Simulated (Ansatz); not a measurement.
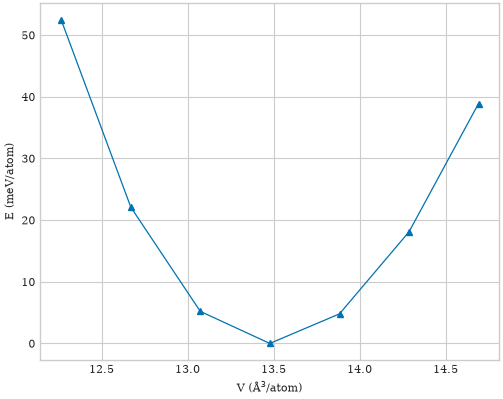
*Sc2SiB2 in space group P-6m2 (No. 187; Sc on 2h, Si on 1a, B on 1b, B on 1f) under volume change, PBE (plane waves, PAW; program Ansatz), shape and atoms relaxed at each volume.*

**Question.** What does a third-order Birch–Murnaghan fit give for V₀, B₀ and B′?

**Answer.** V₀ = 13.48 Å³/atom, B₀ = 132 GPa, B′ = 4.0.

The start of the workflow was typed in or built on a structure type; neither database checked (COD, Materials Project) lists it. Its standing as an ambient phase is unchecked. The PBE relaxation kept the symmetry of its start; whether a distortion lowers the energy is not shown. No spin polarisation was allowed.

Potentials: the earlier of the program's two PAW sets.
